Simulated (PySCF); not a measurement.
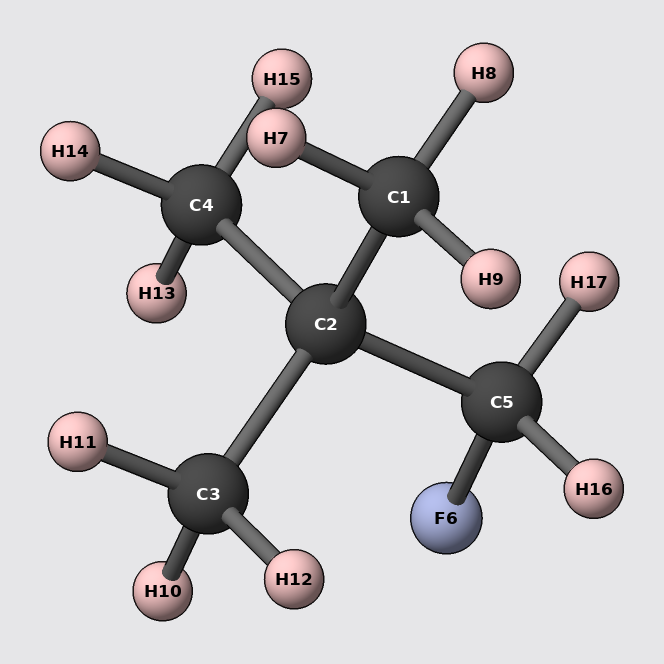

The questions are on isotropic NMR shieldings of the H atoms. The geometry was computed by an optimisation with PBE0-D3(BJ)/def2-SVP. No frequency run is at hand to confirm it as a minimum. Properties computed with GIAO PBE0/cc-pVDZ NMR shielding, non-relativistic, gas phase (PySCF 2.14.0).

> Which H atom is the most shielded (lowest chemical shift)?

H8, H9 (30.72 ppm).

> Which H atom is the least shielded (highest chemical shift)?

H16, H17 (27.39 ppm).

> How wide is the range of H shifts?

3.33 ppm.

Give the isotropic NMR shieldings of the H atoms atom by atom.

```csv
atom,σ (ppm)
H7,30.41
H8,30.72
H9,30.72
H10,29.79
H11,30.58
H12,30.64
H13,29.78
H14,30.58
H15,30.65
H16,27.39
H17,27.39
```
